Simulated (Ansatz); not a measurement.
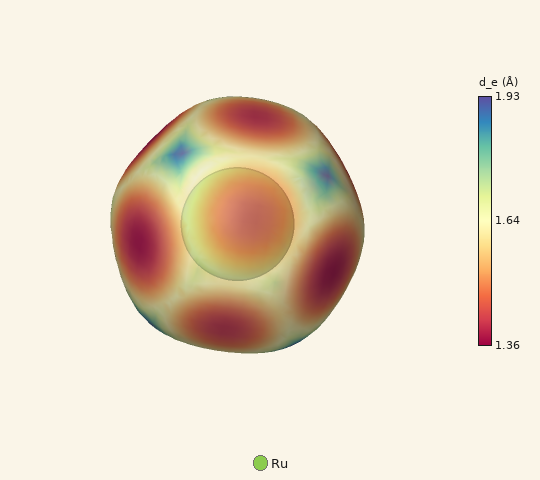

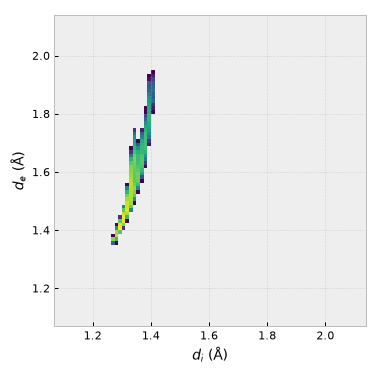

Hirshfeld surface computed for one Ru atom in Ru (P6_3/mmc), coloured by d_e. The second picture is its fingerprint plot, coloured by area on a logarithmic scale (dark little, yellow much).

The surface is where the fragment's share of the procrystal density (the sum of the densities of spherically averaged neutral Hartree-Fock atoms) equals one half. d_i and d_e are the distances from the surface to the nearest nucleus inside and outside. From Rb on the atoms have core potentials, so only their outer electrons count.

The cell is taken from the end point of a relaxation with DFT PBEsol, scalar-relativistic, plane waves, PAW (Ansatz 0.2.0).

```
Ru
1.0
     2.68873    0.00000    0.00000
    -1.34437    2.32851    0.00000
     0.00000    0.00000    4.25362
Ru
2
Direct
  0.33333 0.66667 0.75000
  0.66667 0.33333 0.25000
```

Question: What is the shortest distance from the fragment to an atom outside it?

Answer: Ru–Ru, 2.63 Å.

Question: How is the surface shared among contacts (nearest atom inside ··· nearest atom outside)?

Answer: Ru···Ru 100 %. The surface faces 12 neighbours with more than 2 % of its area each: 12 Ru.

Question: Give the size and shape of the surface.

Answer: It encloses about 9.9 Å³, has an area of about 22 Å² and a globularity of 0.99 (1 for a sphere).

Question: Where does the fingerprint reach closest to the origin?

Answer: The smallest d_i + d_e is about 2.6 Å, which belongs to the shortest contact, Ru···Ru at 2.63 Å; d_e runs from 1.36 to 1.93 Å.
